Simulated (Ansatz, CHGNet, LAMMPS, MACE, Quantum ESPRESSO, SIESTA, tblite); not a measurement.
# Running Zn2+ BF4- in dimethoxyethane and tetrahydrofuran at 480 K (85 atoms) with SIESTA, part 2 of 2

How do the settings of SIESTA change the result for Zn2+ BF4- in dimethoxyethane and tetrahydrofuran at 480 K (85 atoms)? A plane-wave run serves as the yardstick.

Program: SIESTA 5.4.2; the method stands at each step. Banners, paths, timers and routine set-up lines are dropped from the logs unmarked, and long logs keep their key lines alone; longer cuts are marked. The potentials were converted by us to PSML.

So far. Step 3 (PBE, SZ, shift 0.01 Ry, mesh 500 Ry): Against the first run (30 %), the force difference from the reference is 183 %, at 0.34 times the CPU time (on 1 against 2 cores), with 208 basis functions against 743: the smaller basis costs accuracy. Step 4 (PBE, DZ, shift 0.01 Ry, mesh 500 Ry): Against the first run (30 %), the force difference from the reference is 42 %, at 0.42 times the CPU time (on 1 against 2 cores), with 412 basis functions against 743: the smaller basis costs accuracy.

### 5. PBE, SZP, shift 0.01 Ry, mesh 500 Ry

Method: Kohn-Sham DFT, PBE, PseudoDojo 0.4.1 norm-conserving pseudopotentials (converted to PSML), numerical atomic orbitals (SZP), diagonalisation.

input.fdf reads:

```
SystemLabel cell
NumberOfAtoms 85
NumberOfSpecies 6
%block ChemicalSpeciesLabel
  1 6 C
  2 8 O
  3 1 H
  4 5 B
  5 9 F
  6 30 Zn
%endblock ChemicalSpeciesLabel
LatticeConstant 1.0 Ang
%block LatticeVectors
  10.02554 0.00000 0.00000
  0.00000 10.02554 0.00000
  0.00000 0.00000 10.02554
%endblock LatticeVectors
PAO.BasisSize SZP
PAO.EnergyShift 0.01 Ry
XC.Functional GGA
XC.Authors PBE
MeshCutoff 500 Ry
%block kgrid_Monkhorst_Pack
  1 0 0 0.0
  0 1 0 0.0
  0 0 1 0.0
%endblock kgrid_Monkhorst_Pack
SolutionMethod diagon
OccupationFunction FD
ElectronicTemperature 580 K
SCF.Mixer.Method Pulay
SCF.Mixer.Weight 0.15
SCF.Mixer.History 8
SCF.Mix Hamiltonian
MaxSCFIterations 300
SCF.DM.Tolerance 1e-04
SCF.H.Tolerance 1.0e-3 eV
WriteForces T
Write.HirshfeldPop T
Write.VoronoiPop T
Write.DM F
Write.H F
XML.Write F
AtomicCoordinatesFormat Fractional
%block AtomicCoordinatesAndAtomicSpecies
[... 85 atom lines left out: the same atoms as in the first run ...]
%endblock AtomicCoordinatesAndAtomicSpecies
```

The run is started by

```
> OMP_NUM_THREADS=1 mpirun -np 2 siesta < input.fdf > output.txt
```

What it wrote:

```text
Version         : 5.4.2
reinit: System Name:
reinit: System Label: cell
initatom: Reading input for the pseudopotentials and atomic orbitals ----------
Species number:   1 Atomic number:    6 Label: C
Species number:   2 Atomic number:    8 Label: O
Species number:   3 Atomic number:    1 Label: H
Species number:   4 Atomic number:    5 Label: B
Species number:   5 Atomic number:    9 Label: F
Species number:   6 Atomic number:   30 Label: Zn
Ground state valence configuration (from tables):   2s02  2p02  3d00  4f00
Ground state valence configuration (from tables):   2s02  2p04  3d00  4f00
Ground state valence configuration (from tables):   1s01  2p00  3d00  4f00
Ground state valence configuration (from tables):   2s02  2p01  3d00  4f00
[... lines left out ...]
        iscf     Eharris(eV)        E_KS(eV)     FreeEng(eV)     dDmax    Ef(eV) dHmax(eV)
[... lines left out ...]
SCF Convergence by DM+H criterion
[... lines left out ...]
SCF cycle converged after 11 iterations
[... lines left out ...]
   Max    5.249379
[... lines left out ...]
   Max    5.249379    constrained
Stress tensor Voigt[x,y,z,yz,xz,xy] (kbar):      -79.68      -86.14     -108.98       11.06       -6.55       -6.40
[... lines left out ...]
siesta: FreeEng =    -18764.655231
[... lines left out ...]
siesta:         Fermi =      -4.410510
siesta: Stress tensor (static) (eV/Ang**3):
siesta:    -0.049730   -0.003994   -0.004087
siesta:    -0.003993   -0.053767    0.006906
siesta:    -0.004087    0.006906   -0.068021
siesta: Cell volume =       1007.681585 Ang**3
siesta: Pressure (static):
siesta:                Solid            Molecule  Units
siesta:           0.00062269          0.00061726  Ry/Bohr**3
siesta:           0.05717265          0.05667385  eV/Ang**3
siesta:          91.60067770         90.80151348  kBar
    Orbital volume contribution        =          20.150721 eV
    (Free)E + p_basis*V_orbitals       =      -18744.504509 eV
    (Free)Eharris+ p_basis*V_orbitals  =      -18744.504510 eV
Hirshfeld Atomic Populations:
Atom #   charge [q] valence [e]  Species
     1    -0.053664    4.053664  C
     2    -0.109050    6.109050  O
     3    -0.009939    4.009939  C
     4    -0.003205    4.003205  C
     5    -0.102076    6.102076  O
[...]
7     0.021906    0.978094  H
     8     0.027823    0.972177  H
     9     0.025701    0.974299  H
[...]
18    -0.104282    6.104282  O
[...]
75     0.142173    2.857827  B
    76    -0.159063    7.159063  F
    77    -0.171113    7.171113  F
    78    -0.171745    7.171745  F
[...]
80     0.137042    2.862958  B
[...]
85     0.882452   19.117548  Zn
--------------------
 Total     0.000004
Voronoi Atomic Populations:
Atom #   charge [q] valence [e]  Species
[...]
52    -0.158595    6.158595  O
[...]
64     0.112799    3.887201  C
    65    -0.134628    6.134628  O
    66     0.109125    3.890875  C
[...]
73    -0.004992    1.004992  H
    74    -0.010297    1.010297  H
    75     0.296207    2.703793  B
[...]
80     0.302463    2.697537  B
[...]
83    -0.297881    7.297881  F
    84    -0.199038    7.199038  F
    85     0.946462   19.053538  Zn
--------------------
 Total     0.000004
```

It took 66 s on 2 MPI ranks of Arm Neoverse V2, shared host; peak memory 1.5 GiB.

Against the reference:

- r.m.s. force component: 1.684 eV/Å
- r.m.s. difference of force components: 1120 meV/Å
- longest difference of force vectors: 3328 meV/Å
- force difference over r.m.s. force: 99.04 %
- slope of forces against the reference's: 1.118
- correlation of force components: 0.7508
- gap (highest filled to lowest empty level): 4.408 eV
- gap difference: 0.3511 eV
- pressure: 9.16 GPa
- pressure difference: 6.391 GPa

This is a coarse setting, run to see what it loses.

Against the first run (30 %), the force difference from the reference is 99 %, at 0.78 times the CPU time, with 539 basis functions against 743: the smaller basis costs accuracy.

### 6. All runs compared

Differences are against the plane-wave reference, forces as r.m.s. over components; share is that over the reference's r.m.s. force, slope the least-squares factor from reference forces to these. Total energies of different programs have different zeros and aren't compared.

```csv
run,"Δ force, r.m.s. (meV/Å)",share (%),slope,Δ pressure (GPa),Δ gap (eV),cores,CPU time,memory (GiB)
reference,-,-,-,-,-,4,25 s,1.1
"SIESTA PBE, DZP, shift 0.01 Ry, mesh 500 Ry",342,30.3,1.081,1.52,0.501,2,2.8 min,1.6
"SIESTA PBE, SZ, shift 0.01 Ry, mesh 500 Ry (coarse)",2064,183,1.208,16.9,-0.790,1,57 s,0.7
"SIESTA PBE, DZ, shift 0.01 Ry, mesh 500 Ry (coarse)",476,42.1,1.082,2.92,0.816,1,71 s,0.79
"SIESTA PBE, SZP, shift 0.01 Ry, mesh 500 Ry (coarse)",1120,99.0,1.118,6.39,0.351,2,2.2 min,1.5
```

Rows marked coarse were listed beforehand as settings not expected to be converged; some can still land near the reference.

CPU time is summed over cores on a shared host, where runs went side by side, so it is rough. Symmetry, cutoffs, thresholds, outputs and thread counts weren't matched or tuned between programs; memory under MPI is the largest rank's times the ranks.

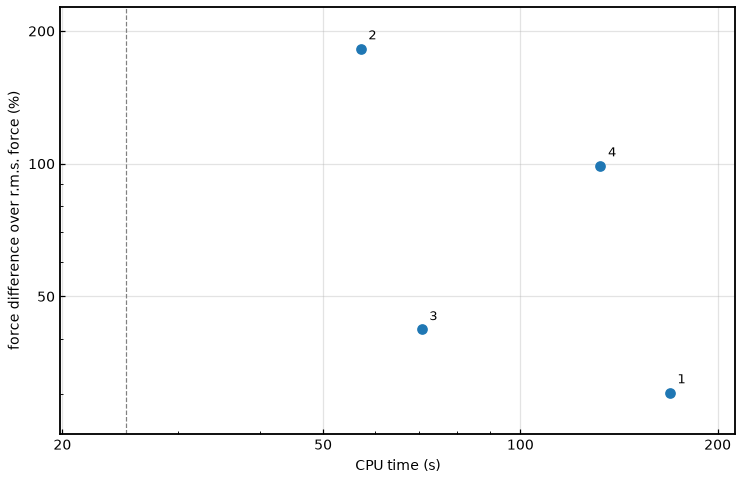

Force difference against CPU time; the dashed line marks the reference's time. Points: 1 SIESTA PBE, DZP, shift 0.01 Ry, mesh 500 Ry; 2 SIESTA PBE, SZ, shift 0.01 Ry, mesh 500 Ry; 3 SIESTA PBE, DZ, shift 0.01 Ry, mesh 500 Ry; 4 SIESTA PBE, SZP, shift 0.01 Ry, mesh 500 Ry.

### 7. Outcome

| Item | Value |
| --- | --- |
| nearest in forces | SIESTA PBE, DZP, shift 0.01 Ry, mesh 500 Ry, 30 % |
| its CPU time | 2.8 min |

What this shows: The PBE run in local orbitals, coarse settings apart, differs by 30 % (SIESTA PBE, DZP, shift 0.01 Ry, mesh 500 Ry); basis, grid and potentials can all enter. Runs with settings chosen to be coarse differ by 42 % (SIESTA PBE, DZ, shift 0.01 Ry, mesh 500 Ry) to 183 % (SIESTA PBE, SZ, shift 0.01 Ry, mesh 500 Ry), their programs' other errors included. None of the electronic-structure runs in the table takes under half the reference's CPU time of 25 s; they take 2.3 to 6.8 times as much. At the same functional, gaps differ from the reference's 4.06 eV by between -0.79 and +0.82 eV. A likely cause of the wide gaps: compact atomic orbitals describe empty levels worse than filled ones. In pressure, SIESTA PBE, SZ, shift 0.01 Ry, mesh 500 Ry misses by +16.9 GPa, at the same functional. With short bonds to hydrogen, sets of potentials differ among themselves by several per cent in forces even at converged cutoffs, so the reference isn't exact here either. The potentials hold different valence shells: 248 electrons in the reference, 256 in SIESTA; this bears on time and differences. The network of contacts between molecules at the start is that of the classical potential that made the cell, and needn't be the one that DFT or experiment would give. The reference's stress is far from hydrostatic: its diagonal is 1.4, 2.5, 4.4 GPa, compression counted positive. The reference's PBE has no dispersion term, which matters for the binding between molecules or layers. The density was typed from a rule of thumb and may lie off the real one at this temperature. The electronic-structure runs sample only Γ, in a cell whose shortest periodic width is 10 Å.

[Also dropped from logs without a mark: logging warnings of Python, and SIESTA's first energy breakdown and zero terms.]

[Logs are printed without paths, hosts, clocks, repeated set-up lines and the standing remarks that a program may print on its own settings, such as how far it seeks lower states.]

[Hosts, paths, dates, database ids (printed as entryN), source tags and the programs' standing remarks are cut or masked in the printed files.]
